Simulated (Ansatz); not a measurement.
Start from HfO$_{2}$ in the fluorite structure (space group Fm-3m, No. 225; a = 5.0585 Å).

Structures relaxed with r2SCAN (Ansatz, a quantum-chemistry and plane-wave program; PAW; 500 eV plane waves; no SOC).

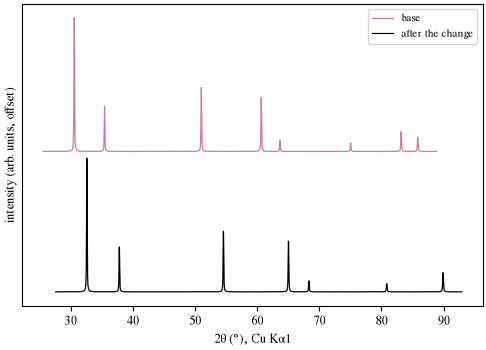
Simulated powder patterns before (top) and after one change

### Question
Name the change that was made.
A. pressure 3 GPa
B. pressure 15 GPa
C. pressure 75 GPa
D. pressure 30 GPa

### Answer
C, pressure 75 GPa. Its volume per atom is 8.94 Å³ against 10.79 Å³, and its space group is Fm-3m (No. 225).

Load acts through the strain it causes; cell and atoms are relaxed under it. Stability against distortions was not tested. No other phases were tried under pressure. This is not the structure that HfO2 has at room temperature and ambient pressure.
